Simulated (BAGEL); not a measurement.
# A workflow on singlet C2H6Al+

We compute a single-point energy (singlet C2H6Al+, HF/6-31G*), then the energy (doublet C2H6Al, NEVPT2(3,3)/6-31G*), then the energy (doublet C2H6Al, CASPT2(3,3)/6-31G*) of C2H6Al. 

The results are computed with BAGEL 1.2.2.

## (1) The system as given

The species is C2H6Al+ (9 atoms), meant as a singlet with charge +1. SMILES of the parent species: `[CH3][Al][CH3]`. One bond was lengthened or shortened from a relaxed shape. That shape belongs to the parent species and isn't relaxed for this state.

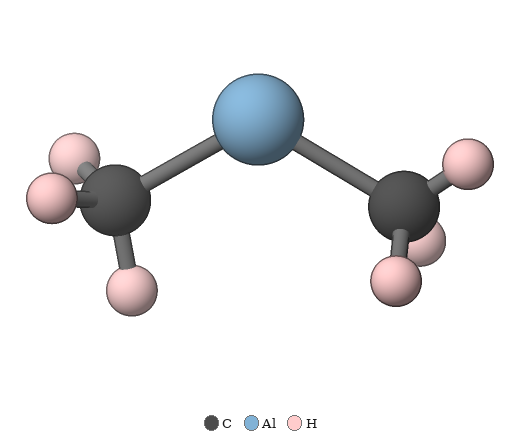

Viewed from a chosen angle; carbon dark grey, aluminium light blue, hydrogen pink.

## (2) A single-point energy at HF/6-31G(d) (density fitting with svp-jkfit, spherical functions) (run 1)

calc.json

```json
{ "bagel": [

{
  "title": "molecule",
  "basis": "6-31gs.json",
  "df_basis": "svp-jkfit",
  "angstrom": "true",
  "geometry": [
    { "atom": "C", "xyz": [   -0.680005,    1.106768,   -0.846021 ] },
    { "atom": "Al", "xyz": [    0.861695,    0.681668,    0.307379 ] },
    { "atom": "C", "xyz": [    1.007995,   -1.135232,    1.053279 ] },
    { "atom": "H", "xyz": [   -1.337105,    0.240668,   -0.973521 ] },
    { "atom": "H", "xyz": [   -0.351205,    1.437068,   -1.836421 ] },
    { "atom": "H", "xyz": [   -1.270805,    1.926168,   -0.424221 ] },
    { "atom": "H", "xyz": [    1.045995,   -1.862032,    0.232879 ] },
    { "atom": "H", "xyz": [    0.108895,   -1.361732,    1.638979 ] },
    { "atom": "H", "xyz": [    1.748700,   -1.270300,    1.594400 ] }
  ]
},
{ "title": "hf", "charge": 1 },
{ "title": "print", "file": "orbitals.molden", "orbitals": "true" }

]}
```

The basis set 6-31G* is read from a file made from the Basis Set Exchange's data (not shown).

Run with:

```bash
$ BAGEL_NUM_THREADS=1 BAGEL calc.json > calc.out
```

Log:

```text
* using 1 threads per process

  ===============================================================
  ===============================================================

  *** Geometry ***

  { "atom" : "C", "xyz" : [     -1.285023,      2.091488,     -1.598748 ] },
  { "atom" : "Al", "xyz" : [      1.628368,      1.288166,      0.580862 ] },
  { "atom" : "C", "xyz" : [      1.904834,     -2.145278,      1.990409 ] },
  { "atom" : "H", "xyz" : [     -2.526762,      0.454797,     -1.839688 ] },
  { "atom" : "H", "xyz" : [     -0.663681,      2.715665,     -3.470333 ] },
  { "atom" : "H", "xyz" : [     -2.401473,      3.639930,     -0.801662 ] },
  { "atom" : "H", "xyz" : [      1.976644,     -3.518731,      0.440078 ] },
  { "atom" : "H", "xyz" : [      0.205782,     -2.573301,      3.097221 ] },
  { "atom" : "H", "xyz" : [      3.304564,     -2.400519,      3.012979 ] },

  Number of auxiliary basis functions:      386

  Since a DF basis is specified, we compute 2- and 3-index integrals:
    o Being stored without compression. Storage requirement is 0.010 GB

  Number of basis functions:       58
  Number of electrons      :       31

    * METHOD: MOLECULE                             0.13

  *** RHF ***

  === Nuclear Repulsion ===
    89.5768806611

      * DIIS with orbital gradients will be used.

  === RHF iteration (6-31gs.json) ===
      0       -320.72091796          0.01790038           0.02
      1       -320.81275361          0.00734850           0.02
      2       -320.82810652          0.00164400           0.02
      3       -320.82932773          0.00022383           0.02
      4       -320.82935840          0.00005847           0.02
      5       -320.82936079          0.00001478           0.02
      6       -320.82936099          0.00000766           0.02
      7       -320.82936104          0.00000321           0.02
      8       -320.82936105          0.00000104           0.02
      9       -320.82936106          0.00000017           0.02
     10       -320.82936106          0.00000004           0.02
     11       -320.82936106          0.00000001           0.02
     12       -320.82936106          0.00000000           0.02
    * SCF iteration converged.

    * Permanent dipole moment:
           (   -0.990002,    -0.975832,    -0.293058) a.u.

    * METHOD: HF                                   0.37

    * METHOD: PRINT                                0.01

  ===============================================================
```

Run time: 0.67 s. Hardware: 1 thread of Arm Neoverse V1, shared host; peak memory 0.083 GiB.

## (3) Doublet neutral C2H6Al: a single-point energy at NEVPT2(3,3)/6-31G(d) (density fitting with svp-jkfit, spherical functions) (run 2)

input.json

```json
{ "bagel" : [

{
  "title" : "molecule",
  "basis" : "6-31gs.json",
  "df_basis" : "svp-jkfit",
  "angstrom" : "true",
  "geometry" : [
    { "atom" : "C", "xyz" : [   -0.680005,    1.106768,   -0.846021 ] },
    { "atom" : "Al", "xyz" : [    0.861695,    0.681668,    0.307379 ] },
    { "atom" : "C", "xyz" : [    1.007995,   -1.135232,    1.053279 ] },
    { "atom" : "H", "xyz" : [   -1.337105,    0.240668,   -0.973521 ] },
    { "atom" : "H", "xyz" : [   -0.351205,    1.437068,   -1.836421 ] },
    { "atom" : "H", "xyz" : [   -1.270805,    1.926168,   -0.424221 ] },
    { "atom" : "H", "xyz" : [    1.045995,   -1.862032,    0.232879 ] },
    { "atom" : "H", "xyz" : [    0.108895,   -1.361732,    1.638979 ] },
    { "atom" : "H", "xyz" : [    1.748700,   -1.270300,    1.594400 ] }
  ]
},
{
  "title" : "hf",
  "charge" : 1
},
{
  "title" : "casscf",
  "nstate" : 1,
  "nact" : 3,
  "nclosed" : 14,
  "nspin" : 1,
  "active" : [10, 16, 24],
  "maxiter" : 200,
  "natocc" : "true"
},
{
  "title" : "nevpt2",
  "nstate" : 1,
  "nact" : 3,
  "nclosed" : 14,
  "nspin" : 1,
  "active" : [10, 16, 24],
  "maxiter" : 200,
  "natocc" : "true",
  "ncore" : 7
},
{
  "title" : "print",
  "file" : "orbitals.molden",
  "orbitals" : "true"
}

]}
```

The basis set 6-31G* is read from a file made from the Basis Set Exchange's data (not shown).

Run with:

```bash
$ BAGEL_NUM_THREADS=1 BAGEL input.json > input.out
```

Log:

```text
* using 1 threads per process

  ===============================================================
  ===============================================================

  *** Geometry ***

  { "atom" : "C", "xyz" : [     -1.285023,      2.091488,     -1.598748 ] },
  { "atom" : "Al", "xyz" : [      1.628368,      1.288166,      0.580862 ] },
  { "atom" : "C", "xyz" : [      1.904834,     -2.145278,      1.990409 ] },
[... 5 lines of this table left out ...]
  { "atom" : "H", "xyz" : [      3.304564,     -2.400519,      3.012979 ] },

  Number of auxiliary basis functions:      386

  Since a DF basis is specified, we compute 2- and 3-index integrals:
    o Being stored without compression. Storage requirement is 0.010 GB

  Number of basis functions:       58
  Number of electrons      :       31

    * METHOD: MOLECULE                             0.13

  *** RHF ***

  === Nuclear Repulsion ===
    89.5768806611

      * DIIS with orbital gradients will be used.

  === RHF iteration (6-31gs.json) ===
      0       -320.72091796          0.01790038           0.02
      1       -320.81275361          0.00734850           0.02
      2       -320.82810652          0.00164400           0.02
[... 9 lines of this table left out ...]
     12       -320.82936106          0.00000000           0.02
    * SCF iteration converged.

    * Permanent dipole moment:
           (   -0.990002,    -0.975832,    -0.293058) a.u.

    * METHOD: HF                                   0.36

  ---------------------------
      CASSCF calculation
  ---------------------------

    ==== Active orbitals : =====
         Orbital 10
         Orbital 16
         Orbital 24
    ============================

    * nstate   :      1
    * nclosed  :     14
    * nact     :      3
    * nvirt    :     41
  === CASSCF iteration (6-31gs.json) ===

    * Using the second-order algorithm

      0  0      -321.05165372     1.36e-02      0.01

      1  0      -321.07622943     6.51e-04      0.12
[... 17 lines of this table left out ...]
     10  0      -321.08690869     4.44e-09      0.10

    * Second-order optimization converged. *

     guess   0:   closed 1..                  open .1.

  === FCI iteration ===

      0  0      -321.07526900     5.71e-02      0.00
      1  0      -321.08690653     5.79e-04      0.00
      2  0      -321.08690868     3.93e-05      0.00
      3  0      -321.08690869     1.74e-06      0.00
      4  0      -321.08690869     6.70e-08      0.00
      5  0 *    -321.08690869     9.10e-11      0.00

     * ci vector, state   0, <S^2> = 0.7500
       2a.    -0.9976981387
       .a2    -0.0677585673

    * METHOD: CASSCF                               1.29

    * freezing 7 orbitals

  === DF-NEVPT2 calculation ===

    * 3-index integral transformation done
    * assembly done

      NEVPT2 correlation energy:   -0.2868343195      0.06

          (+0)     -0.2231665459
          (+0)'    -0.0140121070
          (+1)     -0.0079739705
          (+1)'    -0.0003113664
          (+2)     -0.0001471557
          (-1)     -0.0337107192
          (-1)'    -0.0003612410
          (-2)     -0.0071512136

      NEVPT2 total energy:       -321.3737430055

    * METHOD: NEVPT2                               0.10

    * METHOD: PRINT                                0.01

  ===============================================================
```

Run time: 2 s. Hardware: 1 thread of Arm Neoverse V1, shared host; peak memory 0.14 GiB.

## (4) Doublet neutral C2H6Al: a single-point energy at CASPT2(3,3)/6-31G(d) (density fitting with svp-jkfit, spherical functions) (run 3)

input.json

```json
{ "bagel" : [

{
  "title" : "molecule",
  "basis" : "6-31gs.json",
  "df_basis" : "svp-jkfit",
  "angstrom" : true,
  "geometry" : [
    { "atom" : "C", "xyz" : [   -0.680005,    1.106768,   -0.846021 ] },
    { "atom" : "Al", "xyz" : [    0.861695,    0.681668,    0.307379 ] },
    { "atom" : "C", "xyz" : [    1.007995,   -1.135232,    1.053279 ] },
    { "atom" : "H", "xyz" : [   -1.337105,    0.240668,   -0.973521 ] },
    { "atom" : "H", "xyz" : [   -0.351205,    1.437068,   -1.836421 ] },
    { "atom" : "H", "xyz" : [   -1.270805,    1.926168,   -0.424221 ] },
    { "atom" : "H", "xyz" : [    1.045995,   -1.862032,    0.232879 ] },
    { "atom" : "H", "xyz" : [    0.108895,   -1.361732,    1.638979 ] },
    { "atom" : "H", "xyz" : [    1.748700,   -1.270300,    1.594400 ] }
  ]
},
{ "title" : "hf", "charge" : 1 },
{ "title" : "casscf", "nstate" : 1, "nact" : 3, "nclosed" : 14, "nspin" : 1, "active" : [10, 16, 24], "maxiter" : 200, "natocc" : true },
{ "title" : "print", "file" : "orbitals.molden", "orbitals" : true },
{ "title" : "smith", "method" : "caspt2", "ms" : true, "xms" : true, "sssr" : true, "shift" : 0.2, "shift_imag" : true, "ncore" : 7 }

]}
```

The basis set 6-31G* is read from a file made from the Basis Set Exchange's data (not shown).

Run with:

```bash
$ BAGEL_NUM_THREADS=1 BAGEL input.json > input.out
```

Log:

```text
* using 1 threads per process

  ===============================================================
  ===============================================================

  *** Geometry ***

  { "atom" : "C", "xyz" : [     -1.285023,      2.091488,     -1.598748 ] },
  { "atom" : "Al", "xyz" : [      1.628368,      1.288166,      0.580862 ] },
  { "atom" : "C", "xyz" : [      1.904834,     -2.145278,      1.990409 ] },
[... 5 lines of this table left out ...]
  { "atom" : "H", "xyz" : [      3.304564,     -2.400519,      3.012979 ] },

  Number of auxiliary basis functions:      386

  Since a DF basis is specified, we compute 2- and 3-index integrals:
    o Being stored without compression. Storage requirement is 0.010 GB

  Number of basis functions:       58
  Number of electrons      :       31

    * METHOD: MOLECULE                             0.13

  *** RHF ***

  === Nuclear Repulsion ===
    89.5768806611

      * DIIS with orbital gradients will be used.

[... 6 lines left out ...]
    * SCF iteration converged.
[... 1 line left out ...]
    * Permanent dipole moment:
[... 28 lines left out ...]
    * Second-order optimization converged. *
[... 12 lines left out ...]
     * ci vector, state   0, <S^2> = 0.7500
[... 16 lines left out ...]
    * Zeroth order energy : state  0       -1.4205424654
[... 4 lines left out ...]
       #      aibj      arbs      arbi      airj      risj      airs      arst      rist         Etot      error   time
[... 2 lines left out ...]
       0  -0.22282  -0.00869  -0.03573  -0.00906  -0.00022  -0.01279  -0.00036  -0.00030   -0.2899712  0.0026415   0.03
       1  -0.22309  -0.00879  -0.03587  -0.00921  -0.00025  -0.01336  -0.00038  -0.00033   -0.2912723  0.0006150   0.03
       2  -0.22312  -0.00879  -0.03587  -0.00922  -0.00025  -0.01338  -0.00038  -0.00033   -0.2913560  0.0001511   0.03
       3  -0.22312  -0.00879  -0.03588  -0.00921  -0.00025  -0.01339  -0.00038  -0.00034   -0.2913602  0.0000405   0.03
       4  -0.22312  -0.00879  -0.03588  -0.00921  -0.00025  -0.01339  -0.00038  -0.00034   -0.2913606  0.0000109   0.03
       5  -0.22312  -0.00879  -0.03588  -0.00921  -0.00025  -0.01338  -0.00038  -0.00034   -0.2913606  0.0000026   0.03
       6  -0.22312  -0.00879  -0.03588  -0.00921  -0.00025  -0.01338  -0.00038  -0.00034   -0.2913606  0.0000008   0.03

      ------------------------------------------------------------------------------------------------------------------

    * CASPT2 energy : state  0     -321.3802017919
        w/o shift correction       -321.3782692637
        reference weight              0.9013987246

    * METHOD: SMITH                                0.27

  ===============================================================
```

Run time: 2.2 s. Hardware: 1 thread of Arm Neoverse V1, shared host; peak memory 0.14 GiB.

## (5) Summary of results

| quantity | value |
| --- | --- |
| run 1, HF/6-31G*: total energy | -320.82936 Eh |
| run 1, HF/6-31G*: HOMO energy | -16.24 eV |
| run 1, HF/6-31G*: LUMO energy | -6.02 eV |
| run 1, HF/6-31G*: HOMO–LUMO gap | 10.22 eV |
| doublet neutral C2H6Al, run 2: total energy | -321.37374 Eh |
| doublet neutral C2H6Al, run 3: total energy | -321.38020 Eh |
